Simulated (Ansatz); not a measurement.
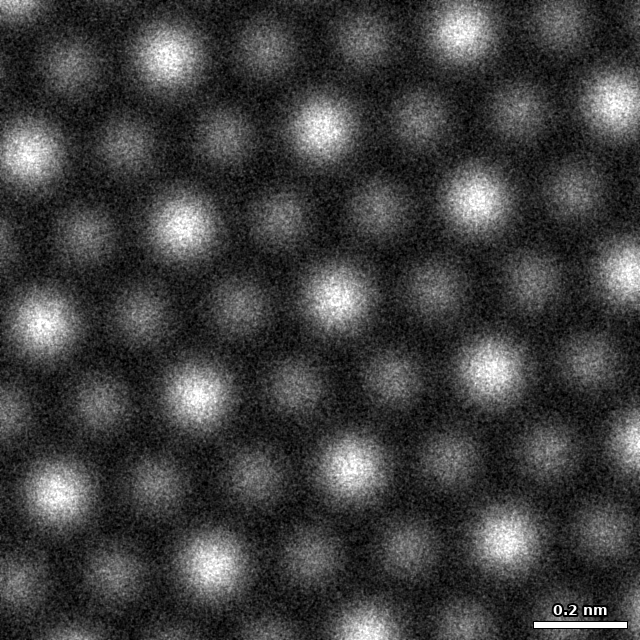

Integrated-DPC-like image of Nd. Simulated as the projected potential of neutral atoms (B = 0.3 Å²) blurred by a 0.95 Å probe, the thin-sample limit of integrated differential phase contrast. Shot noise was added.

### What two-dimensional lattice does the image show, and how large is its cell?

The pattern repeats on a hexagonal net with a repeat of 3.7 Å.

### What is the plane group of the image?

p6mm: sixfold points with mirror lines through them.

### How many columns does the smallest repeating cell hold, and how many levels of brightness?

3 columns in the primitive cell of 12.0 Å², with 2 levels of brightness (about 100, 40 % of the brightest, counted from the darkest point).

The crystal is Nd (P6_3/mmc, No. 194) seen along [001]. Atomic positions: a calculation's starting geometry.
